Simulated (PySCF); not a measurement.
C$_{6}$H$_{9}$NO

Input

```
{"job": {"kind": "uv", "xc": "B3LYP", "basis": "def2-SVPD", "nstates": 8, "ntriplets": 3}, "charge": 0, "multiplicity": 1}
C      2.706368    -0.291560     1.121724
C      1.566089    -0.737059     0.630233
C      0.980156    -0.285979    -0.670261
C     -0.382383     0.395843    -0.439657
C     -0.818192     1.029808    -1.676743
N     -1.171058     1.514358    -2.649998
O     -1.305035    -0.578260     0.001458
C     -2.539580    -0.049592     0.417501
H      3.094178    -0.638121     2.064222
H      3.308822     0.431427     0.595136
H      0.968488    -1.458239     1.170013
H      0.811749    -1.147596    -1.320658
H      1.648879     0.415956    -1.171928
H     -0.274612     1.191984     0.322039
H     -3.056819     0.462108    -0.401836
H     -3.135575    -0.897031     0.749356
H     -2.408472     0.653982     1.249489
```

Run with:

```sh
OMP_NUM_THREADS=1 python probes_run.py task.json out
```

Geometry: GFN2-xTB.

These are results of PySCF, B3LYP/def2-SVPD, SCF density, gas phase, not measurements.

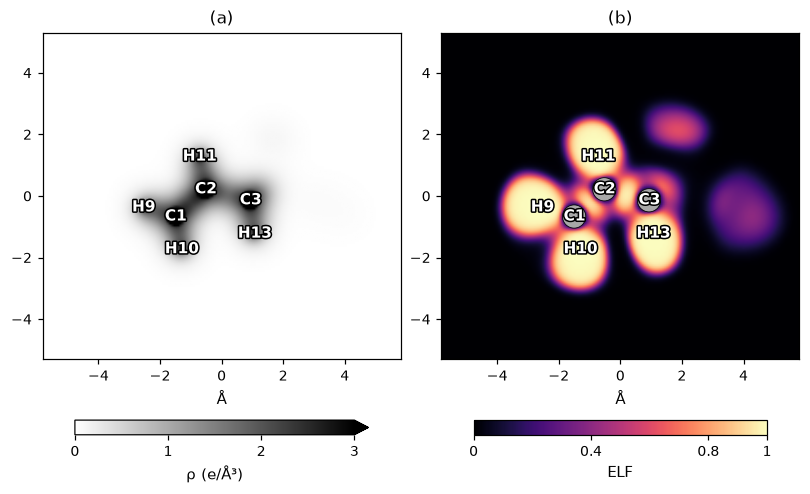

Figure 1. (a) electron density; (b) ELF on the plane of atoms H9, C1 and H10. Grey discs cover the atomic cores in the ELF map.

Q: Read the bonding off the picture.

A: Atoms in the plane: C and H. C–C (1.32 Å): the density is about 2.4 e/Å³ at the midpoint; the ELF peaks at about 0.95 between the atoms; a short, multiple covalent bond. C–H (1.08 Å): the density is about 2 e/Å³ at the midpoint; the ELF climbs to about 1 towards the hydrogen, as it does in any bond to H (a covalent bond by its length).

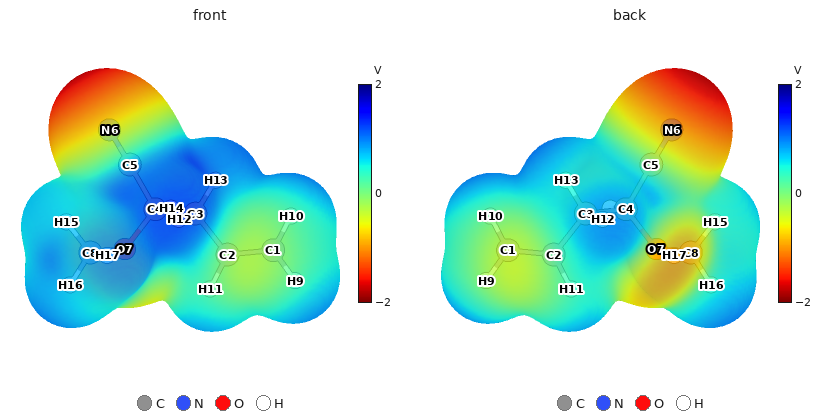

Figure 2. The molecular electrostatic potential painted on the density surface at 0.002 e/bohr³, seen from the front and from behind; red is negative and blue positive.

Q: Where is the surface potential most negative and most positive?

A: The most negative region (about −1.8 V) lies over N6, the most positive (about +1.3 V) over C4, C5 and H14. N6 is the likeliest acceptor of a hydrogen bond.

Q: What dipole moment does the calculation give?

A: Its dipole moment is 3.23 D.
